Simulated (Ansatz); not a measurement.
# ScSb3S: the cost of one run

Method: DFT PBE, scalar-relativistic, plane waves, PAW, in Ansatz 0.2.0.

## (1) The starting structure

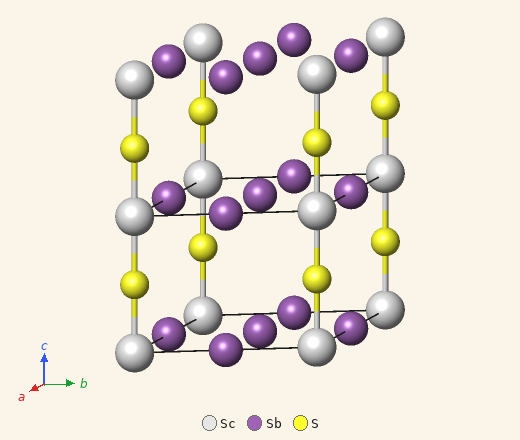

Start, viewed slightly off an axis; scandium white, antimony purple, sulfur yellow. 1×1×2 cells are drawn. Atoms on the faces are drawn again on the opposite ones.

Structure file:

```cif
data_structure
_symmetry_space_group_name_H-M 'P6/mmm'
_symmetry_Int_Tables_number 191
_cell_length_a 6.2499
_cell_length_b 6.2499
_cell_length_c 4.7431
_cell_angle_alpha 90.000
_cell_angle_beta 90.000
_cell_angle_gamma 120.000
_cell_volume 160.45
loop_
_atom_site_label
_atom_site_type_symbol
_atom_site_symmetry_multiplicity
_atom_site_Wyckoff_symbol
_atom_site_fract_x
_atom_site_fract_y
_atom_site_fract_z
_atom_site_occupancy
Sc1 Sc 1 a 0.00000 0.00000 0.00000 1
Sb1 Sb 3 f 0.50000 0.00000 0.00000 1
S1 S 1 b 0.00000 0.00000 0.50000 1
```

Recipe of the guess: random cell by space group and Wyckoff sites (P6/mmm, No. 191). Lengths come from tabulated atomic sizes and are only a guess.

## (2) A first look at the guess

Input file input.yaml:

```yaml
crystal:
  lattice:
    - [6.2499129, 0.0, 0.0]
    - [-3.12495645, 5.41258334, 0.0]
    - [0.0, 0.0, 4.74313415]
  atoms:
    - { symbol: Sc, position: [0.0, 0.0, 0.0] }
    - { symbol: Sb, position: [0.5, 0.0, 0.0] }
    - { symbol: Sb, position: [0.0, 0.5, 0.0] }
    - { symbol: Sb, position: [0.5, 0.5, 0.0] }
    - { symbol: S, position: [0.0, 0.0, 0.5] }
basis:
  ecutwfc: 420
kpoints:
  mp_grid: { grid: [3, 3, 4] }
hamiltonian:
  xc: pbe
scf:
  occupations: { method: gaussian, width: 0.1 }
  lower_state_search: "off"
output:
  forces: true
  stress: true
  eigenvalues: true
```

Command:

```sh
$ ansatz run input.yaml --threads 1 --pin off --max-ram 2560MiB --backend cpu --events-out ev --progress --plain --runs-dir out
```

Q: Estimate wall time and peak memory on 1 thread of Intel Xeon Platinum 8375C at 2.90GHz (Ice Lake), shared host.

About 3.7 s, with a peak of 0.48 GiB.
